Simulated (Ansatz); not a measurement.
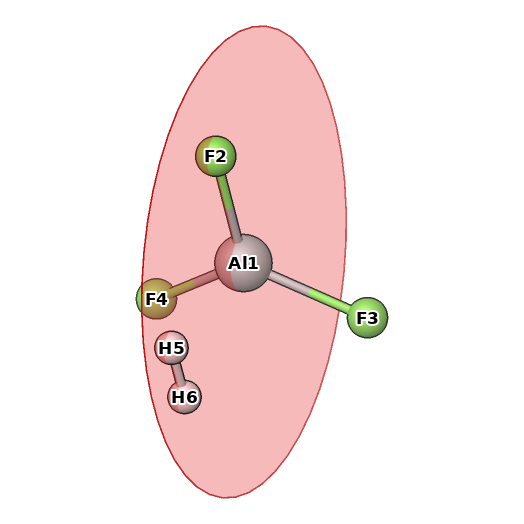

A disc through the centre of mass is drawn in. Depth is shown by fading: the farther an atom, the more it takes the colour of the background. The geometry was computed by an optimisation with PBE0-D4/def2-TZVP.

### Is the plane of the disc a mirror plane of the structure?

Yes. The reflection leaves Al1, F2, H5, H6 in place and moves F3 ↔ F4. The point group is Cs.
